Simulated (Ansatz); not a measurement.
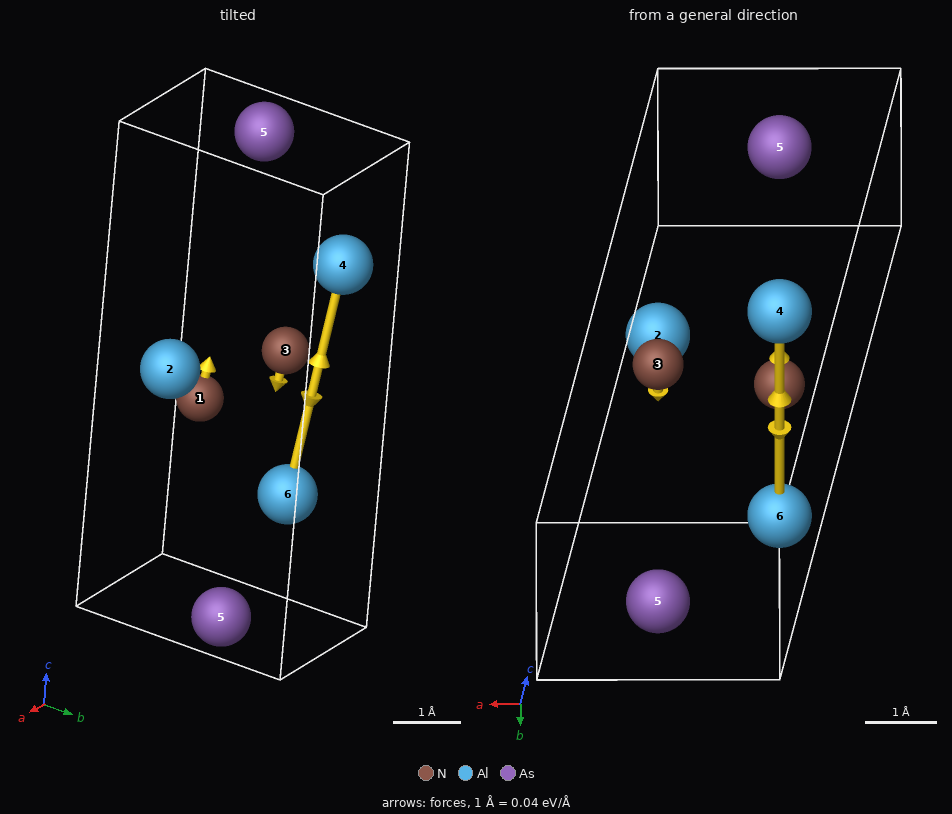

The figure gives a spheres-only picture of the atoms, viewed slightly off an axis and from a general direction. The parallelepiped is the cell (the run's own, in a reduced setting). The arrows are the computed forces on the atoms.

System: Al$_{3}$AsN$_{2}$. Computed with Ansatz, DFT, HSE06, plane waves, PAW. Settings: plane-wave cutoff 420 eV, k-points about 0.43 Å⁻¹ apart, Fermi-Dirac smearing of 0.02 eV, no spin polarisation.

**Would an optimiser stop at this geometry?**

No. The atoms still feel forces of up to about 0.08 eV/Å, above a usual threshold of 0.01 to 0.03 eV/Å.

**Which atom is pushed hardest?**

Al4 and Al6, about 0.08 eV/Å.

Starting structure: a structure type filled with these elements by a generator (whether the compound takes this form wasn't checked). Earlier steps of the study may have refined or changed the cell and positions. It went into a calculation with Ansatz.
